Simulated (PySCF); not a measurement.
## Electronic structure of BiF4 (charge −1) in real space

The calculation's input:

```
mol = gto.M(atom='''
Bi     0.00000     0.00000     0.00000
F      1.23648     1.23648     1.23648
F     -1.23648    -1.23648     1.23648
F      1.23648    -1.23648    -1.23648
F     -1.23648     1.23648    -1.23648''',
    basis={'Bi': 'def2-SVP', 'F': 'def2-SVP'},
    ecp={'Bi': 'def2-SVP'},
    charge=-1, spin=0)
mf = dft.RKS(mol, xc='PBE0')
mf.grids.atom_grid = (75, 302)  # f atoms: at least (60, 302), unpruned
mf = mf.density_fit()  # Bi def2-universal-JKFIT, F def2-universal-JKFIT
mf.conv_tol = 1e-09; mf.max_cycle = 55
mf.kernel(dm0)
```

Command:

```sh
OMP_NUM_THREADS=2 python run.py
```

Core potentials replace the inner electrons of Bi.

The calculation used RKS PBE0, Bi def2-SVP with ECP60, F def2-SVP; non-relativistic Hamiltonian with scalar-relativistic core potentials where named; density fitting (PySCF).

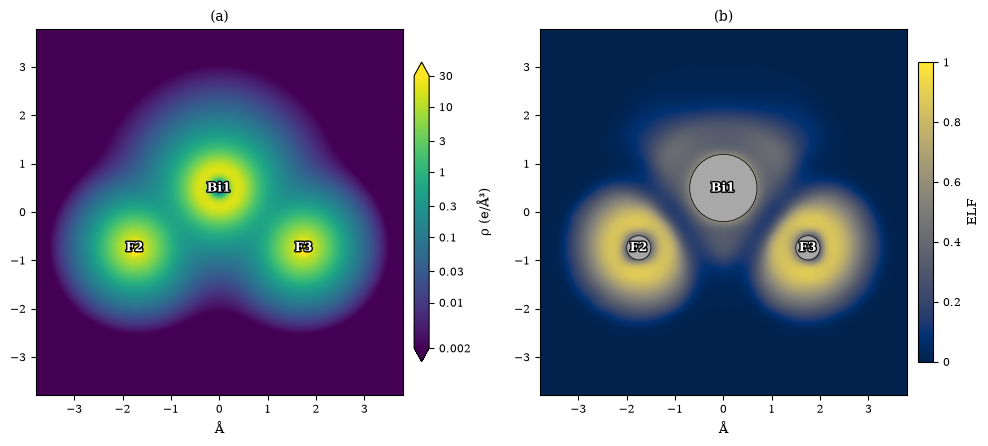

Figure 1. (a) electron density; (b) ELF on the plane of atoms F2, Bi1 and F3. Grey discs cover the atomic cores in the ELF map.

Question: What do the fields say about this system?

Answer:
- The plane passes through Bi and F nuclei.
- Bi–F (2.14 Å): ρ at the midpoint is about 0.61 e/Å³; the ELF is about 0.15 at the midpoint.
- The ELF also peaks beside F2 and F3, away from the bonds: lone-pair regions.

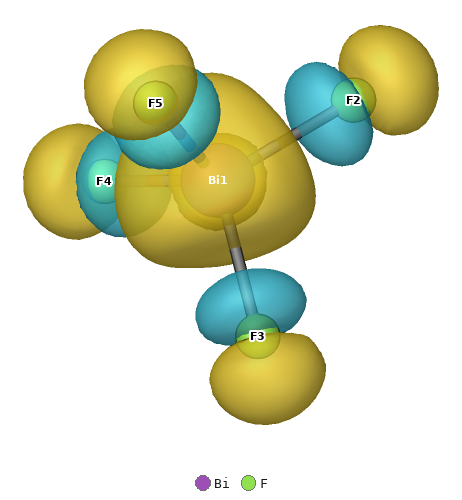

Figure 2. The HOMO at ±0.1 Å⁻³ᐟ² (yellow and cyan are the two phases), seen at a tilt.

Question: Describe this orbital and give its energy.

Answer: Its weight (Hirshfeld) is mainly on Bi1 (about 20 %), F2 (about 20 %), F3 (about 20 %), F4 (about 20 %) and F5 (about 20 %); largely a combination of lone pairs on F2, F3, F4 and F5. Its energy is −2.23 eV.
